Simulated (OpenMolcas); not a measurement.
# How basis sets differ on CH3BN2 (SMILES [H]/N=C1/BN1)

CH3BN2: 7 atoms, total charge 0, spin state singlet. As SMILES, `[H]/N=C1/BN1`. Geometry: relaxed at GFN2-xTB.

Quantity: the HOMO–LUMO gap, in eV. The values are calculated.

```tsv
level	kind	program	value (eV)
HF/STO-3G	Hartree–Fock	OpenMolcas	15.45
HF/3-21G	Hartree–Fock	OpenMolcas	13.63
HF/def2-SVP	Hartree–Fock	OpenMolcas	13.51
HF/pcseg-1	Hartree–Fock	OpenMolcas	13.42
```

The values span 13.42 to 15.45 eV. A Hartree–Fock LUMO above zero doesn't converge with the basis: it sinks as sets grow more diffuse. Orbital gaps aren't excitation energies.

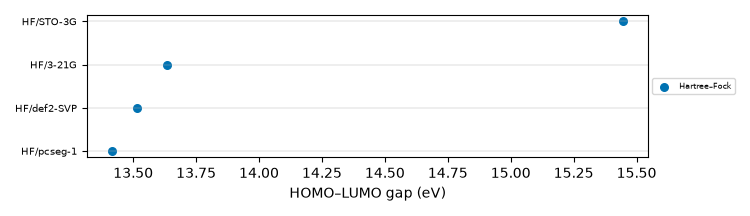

The values of the table, level by level.
